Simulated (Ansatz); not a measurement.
Electronic density of states of amorphous Si30C12N24, density 2.83 g/cm³, on a 2×2×2 Γ-centred mesh with a Gaussian width of 0.1 eV; energies count from the Fermi level, whose place inside the gap is arbitrary. Cell and mesh are small, so fine structure isn't converged. Computed with PBE, scalar-relativistic without spin-orbit coupling (plane waves to 420 eV, PAW; Ansatz, a first-principles code). Sampling: a 2×2×2 Γ-centred mesh; Fermi-Dirac width 0.02 eV; no spin polarisation. At PBE the levels at the filled edge of the gap are localised (band-tail or defect states), and the nearest spread-out levels lie 1.4 eV apart at the zone centre.

It comes from a melt-quench run on a machine-learned potential (CHGNet), relaxed afterwards by DFT. N atoms were pushed apart under 1.9 Å during the dynamics, to hinder bonds among them. The hot cell started wider than the set density and was brought back towards it in steps. It is the lowest in DFT energy of 2 quenches. It is a model cell: composition and starting density were chosen by hand, and all elements were melted together. No dispersion term was used. Its density started from a set value of 2.83 and ended at 2.83 g/cm³. The simulated quench (nominally 120 K/ps over its main leg) is rapid and tends to freeze in more defects than a deposited or slowly cooled glass has. One small periodic cell is one sample of the glass; other quenches scatter about these values. The volume was held where the preparation left it and the shape relaxed, at a PBE pressure of -1.0 GPa (tension). Stress components on the final sampling reach 1.4 GPa. On a 2×2×2 Γ-centred mesh force components of up to 0.21 eV/Å stay, since the relaxation ran on the zone centre alone.

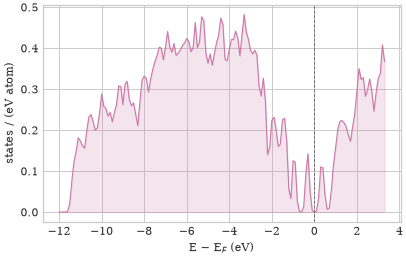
Fig. 1. Density of states per atom

The level gap on this mesh is 0.54 eV; the broadening fills part of it in the curve.
